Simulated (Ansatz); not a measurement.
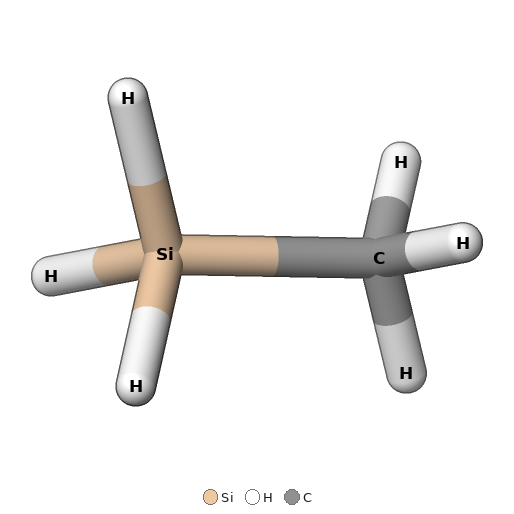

Computed geometry: PBE0-D4/def2-TZVP optimisation.

Question: Give the formula.

Answer: CH6Si, 8 atoms: 1 carbon, 6 hydrogen and 1 silicon.

Question: How many atoms are distinct by symmetry?

Answer: 4: 1 Si, 3 H, 1 C, 3 H.

Question: How many bonds of each kind are drawn?

Answer: 3 Si–H, 3 C–H, 1 C–Si. Sticks follow a distance rule.

More results for the same structure follow; atom numbers are the same in all pictures, views and colours differ.

Dipole moment

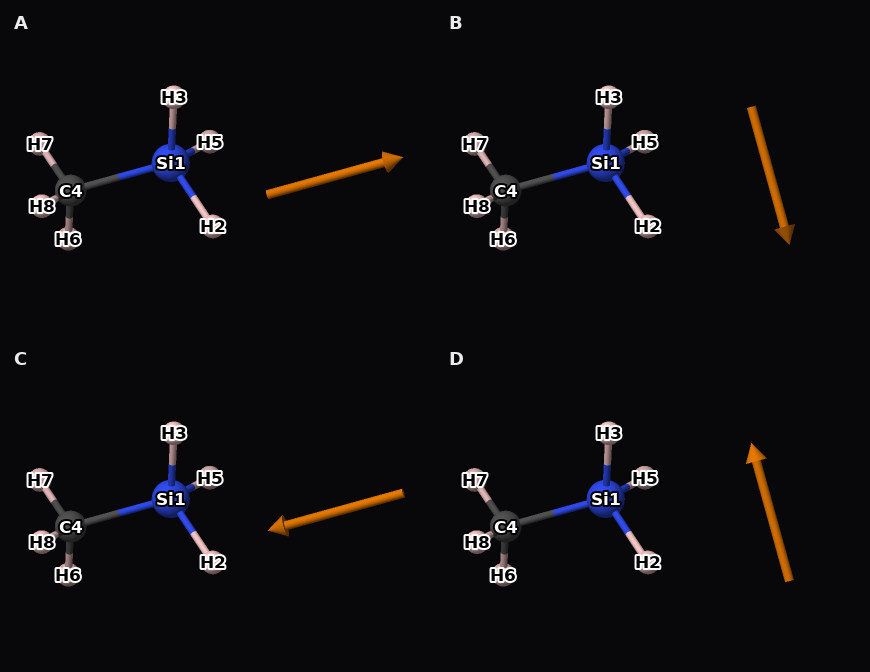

The same molecule four times, each with an arrow. Method: RKS PBE0-D4/def2-TZVP (Ansatz 0.2.0).

Question: Which arrow points along the dipole moment, from the negative to the positive end?

Answer: C. The dipole moment is 0.83 D; it points from the side of H2, H3, H5 to the side of H6, H7, H8 (the outermost atoms at the two ends).

Electronic properties

Properties computed with RKS PBE0-D4/def2-TZVPP (Ansatz 0.2.0).

What does the calculation give?

- HOMO energy (Kohn–Sham orbital): −9.23 eV
- LUMO energy (Kohn–Sham orbital): 0.69 eV
- HOMO–LUMO gap: 9.92 eV
- dispersion correction: −8.1 kJ/mol

Vibrations

Harmonic vibrations computed with RKS PBE0-D4/def2-TZVP (Ansatz 0.2.0) at a stationary point of the same level.

Question: List the wavenumbers.

Answer: 18 modes: 198, 514, 514, 707, 880, 880, 936, 952, 952, 1278, 1452, 1452, 2220, 2220, 2221, 3055, 3141, 3141 cm⁻¹.
